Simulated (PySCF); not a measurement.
# CH₇NSeSi₃: electronic excitations

What electronic excitations should CH₇NSeSi₃ (`N#C[Si@H]([SiH3])[Se][SiH3]`) show?

Computed with PySCF 2.14.0, with density-fitted response routines of our own, on a single molecule in the gas phase. Atoms count from 0, in the outputs and in this text.

## Step 1: Starting geometry

13 atoms, charge 0, multiplicity 1; geometry from: GFN2-xTB.

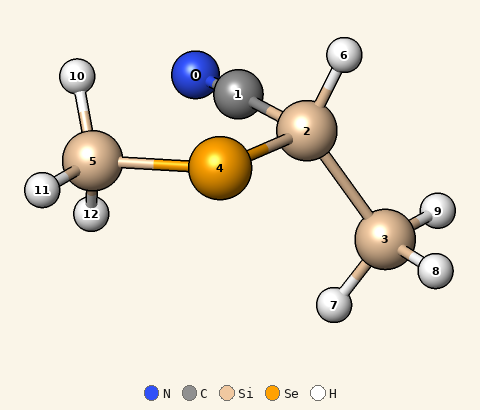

As it starts; nitrogen blue, carbon grey, silicon light orange, selenium orange, hydrogen white, atoms numbered; sticks join atoms by distance.

## Step 2: TDDFT and polarisability: CAM-B3LYP/def2-SVPD

Job settings and geometry (Å):

```
{"job": {"kind": "uv", "xc": "CAM-B3LYP", "basis": "def2-SVPD", "nstates": 8, "ntriplets": 3}, "charge": 0, "multiplicity": 1}
N      0.491388     2.020406     1.731964
C      0.077929     1.545164     0.774335
Si    -0.602014     0.697783    -0.749934
Si    -2.599646    -0.394519    -0.241606
Se     1.062616    -0.791027    -1.402049
Si     2.601259    -0.743119     0.288359
H     -0.548792     1.768132    -1.751951
H     -2.421265    -1.337456     0.864141
H     -3.099528    -1.120004    -1.408526
H     -3.587068     0.609282     0.154669
H      3.162313     0.598135     0.338420
H      3.558030    -1.754092    -0.130780
H      1.900388    -1.098198     1.515230
```

Method: TDDFT CAM-B3LYP/def2-SVPD, vertical, gas phase, core orbitals frozen in the response.

Launch:

```
$ OMP_NUM_THREADS=1 python probes_run.py task.json out
```

One launch serves the whole session: the jobs run in the order shown.

Output:

```text
coarse grid: 54176 points
cycle   1  E = -3366.5062802970  dE = -6.689e-01  |g| = 4.791e-01  |ddm| = 4.366e+00
cycle   2  E = -3366.4404618578  dE =  6.582e-02  |g| = 7.625e-01  |ddm| = 1.538e+00
cycle   3  E = -3366.5755719687  dE = -1.351e-01  |g| = 9.839e-02  |ddm| = 8.554e-01
cycle   4  E = -3366.5779165512  dE = -2.345e-03  |g| = 3.074e-02  |ddm| = 1.780e-01
cycle   5  E = -3366.5781740644  dE = -2.575e-04  |g| = 1.197e-02  |ddm| = 6.573e-02
cycle   6  E = -3366.5781959986  dE = -2.193e-05  |g| = 1.195e-03  |ddm| = 1.890e-02
cycle   7  E = -3366.5781965325  dE = -5.338e-07  |g| = 3.682e-04  |ddm| = 3.535e-03
final grid: 108656 points
cycle   8  E = -3366.5781356633  dE = -6.803e-08  |g| = 2.713e-04  |ddm| = 3.218e-03
cycle   9  E = -3366.5781356713  dE = -7.995e-09  |g| = 2.443e-04  |ddm| = 9.170e-04
cycle  10  E = -3366.5781356829  dE = -1.159e-08  |g| = 4.033e-05  |ddm| = 3.338e-04
cycle  11  E = -3366.5781356832  dE = -3.324e-10  |g| = 2.168e-05  |ddm| = 5.707e-05
converged SCF energy = -3366.5781356832

Static polarisability (au): isotropic 127.046, principal 104.876 124.194 152.069

Singlet excitations
state   eV       nm        f      main configurations
  1   4.6643    265.8   0.01691   H->L 0.96
  2   5.1343    241.5   0.00222   H->L+1 0.84
  3   5.8476    212.0   0.00094   H->L+3 0.82, H->L+1 0.08
  4   5.9566    208.1   0.02426   H->L+2 0.92
  5   6.3269    196.0   0.10447   H-1->L 0.85
  6   6.5059    190.6   0.00587   H->L+5 0.61, H->L+4 0.20
  7   6.6132    187.5   0.00393   H-1->L+1 0.53, H->L+4 0.16
  8   6.6892    185.3   0.02183   H->L+4 0.31, H->L+6 0.27, H-2->L 0.13

Triplet excitations (Tamm-Dancoff, eV): 4.2691 4.8762 5.5082
```

Run time: 86 s. Hardware: 1 thread of Arm Neoverse N1, shared host; peak memory 0.97 GiB.

The orbitals next to the gap, with their largest atomic shares:

| orbital | eV | atoms |
| --- | --- | --- |
| HOMO−3 | -11.06 | N0 19 %, Si2 18 %, C1 16 % |
| HOMO−2 | -10.48 | Se4 29 %, Si2 18 %, Si3 16 % |
| HOMO−1 | -9.76 | Se4 61 %, Si2 10 %, Si5 10 % |
| HOMO | -8.28 | Se4 71 %, Si5 9 %, Si2 8 % |
| LUMO | -0.44 | Si2 25 %, Se4 24 %, C1 11 % |
| LUMO+1 | 0.09 | Si2 28 %, Se4 18 %, Si3 15 % |
| LUMO+2 | 0.35 | Si3 23 %, C1 17 %, N0 17 % |

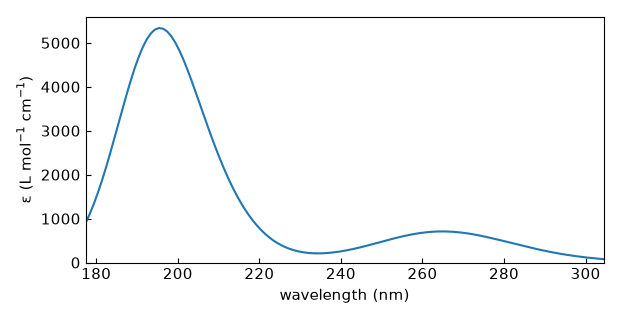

Absorption spectrum: each of the 8 states is a Gaussian band of 0.4 eV half-width at 1/e. Beyond the last state computed it falls off for lack of states.

Further results of this job:

| property | computed |
| --- | --- |
| dipole moment (D) | 2.51 |
| polarisability (Å³) | 18.83 |
| HOMO–LUMO gap (eV) | 7.84 |
| −ε(HOMO) (eV) | 8.28 |

## Step 3: Outcome

```
                                quantity                        value
    lowest singlet (CAM-B3LYP/def2-SVPD)  4.66 eV (266 nm), f = 0.017
brightest single state of those computed  state 5, 6.33 eV, f = 0.104
                          lowest triplet                      4.27 eV
```

In words: The first singlet state (HOMO→LUMO 0.96) lies at 4.66 eV and is weak; of the 8 states computed, the strongest absorption comes from state 5 at 6.33 eV. The lowest triplet lies 0.40 eV below the lowest singlet (triplets in Tamm-Dancoff, singlets in full TDDFT).
